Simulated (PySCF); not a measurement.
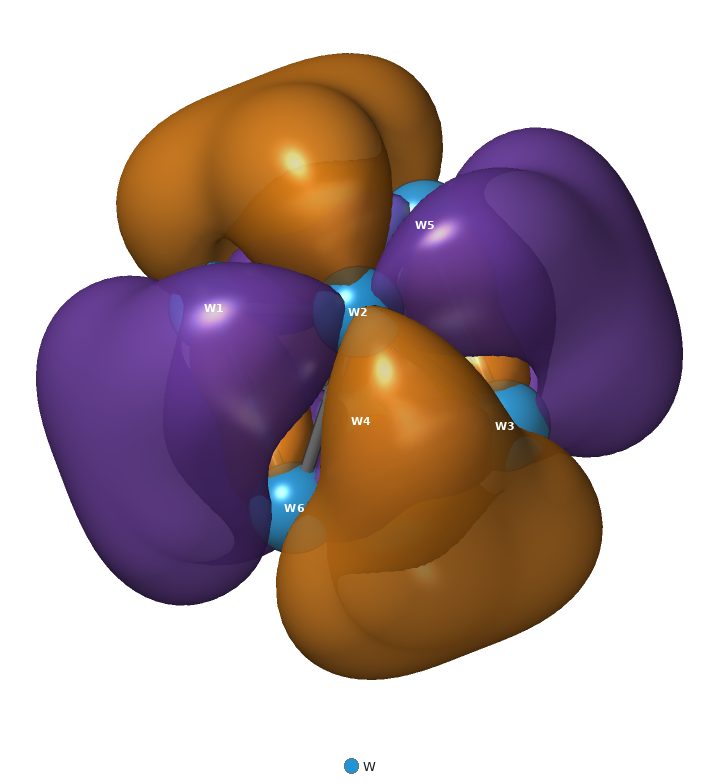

*W6 (triplet). The HOMO (α) at ±0.04 Å⁻³ᐟ² (orange and purple are the two phases), seen at an oblique angle.*

Core potentials replace the inner electrons of W.

Method: UKS PBE, W def2-SVP with ECP60; non-relativistic Hamiltonian with scalar-relativistic core potentials where named; density fitting in PySCF 2.14.0.

```json
{"atom": "W", "x (Å)": "1.7539", "y (Å)": "0.0005", "z (Å)": "0.0001"}
{"atom": "W", "x (Å)": "-0.0005", "y (Å)": "1.8089", "z (Å)": "0.0000"}
{"atom": "W", "x (Å)": "-1.7539", "y (Å)": "-0.0005", "z (Å)": "-0.0001"}
{"atom": "W", "x (Å)": "0.0005", "y (Å)": "-1.8089", "z (Å)": "0.0000"}
{"atom": "W", "x (Å)": "-0.0001", "y (Å)": "0.0000", "z (Å)": "1.8089"}
{"atom": "W", "x (Å)": "0.0001", "y (Å)": "0.0000", "z (Å)": "-1.8089"}
```

**What is the character of this orbital?**

Its weight (Hirshfeld) is mainly on W2 (about 30 %), W4 (about 30 %), W5 (about 10 %), W6 (about 10 %), W1 (about 10 %) and W3 (about 10 %); it is gerade (even under inversion). It is one of a degenerate set, so its orientation is arbitrary. Its energy is −3.40 eV.
